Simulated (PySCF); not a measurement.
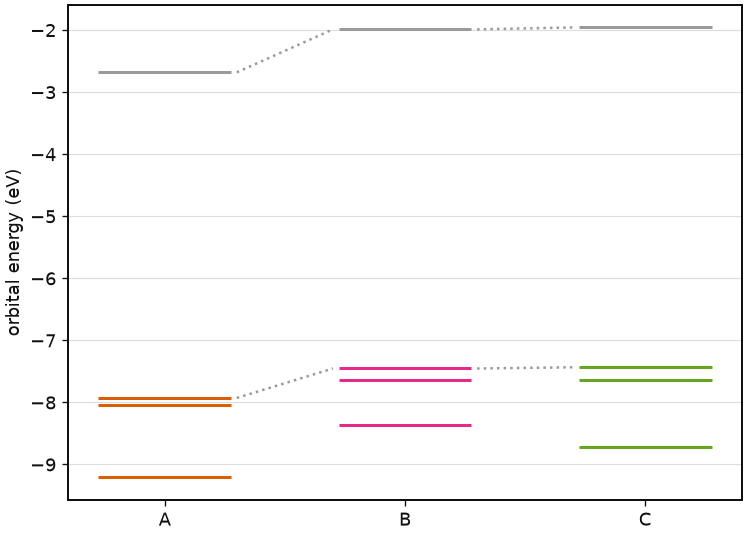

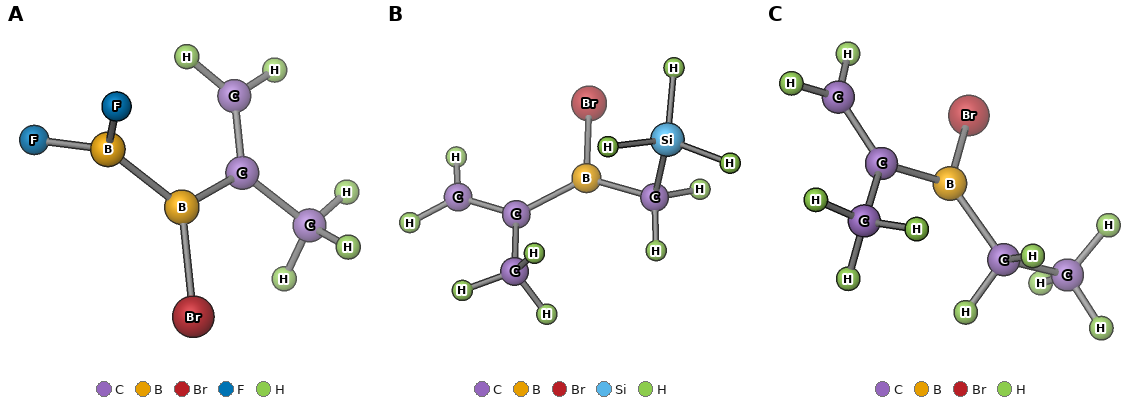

Related molecules: A is C₃H₅B₂BrF₂, SMILES C=C(C)B(Br)B(F)F; B is C₄H₁₀BBrSi, SMILES C=C(C)B(Br)C[SiH3]; C is C₅H₁₀BBr, SMILES C=C(C)B(Br)CC. Frontier orbital energies, B3LYP/def2-SVPD, PySCF 2.14.0, at a GFN2-xTB geometry (no frequency check); drawn are at most three filled levels and, in grey, the LUMO with any level within 0.03 eV of it; dotted lines join the HOMOs and the LUMOs.

What does the change do to the frontier levels?

From A to B the HOMO rises by 0.47 eV and the LUMO rises by 0.69 eV, so the separation goes from 5.25 to 5.47 eV. From A to C the HOMO rises by 0.49 eV and the LUMO rises by 0.72 eV, so the separation goes from 5.25 to 5.48 eV.

Caveats, for all or some of the runs: one conformer of a flexible molecule; spin-orbit coupling is left out, and with Br it can shift these levels and split any degenerate set; the tight-binding geometry is rougher than a DFT one and adds to the error.
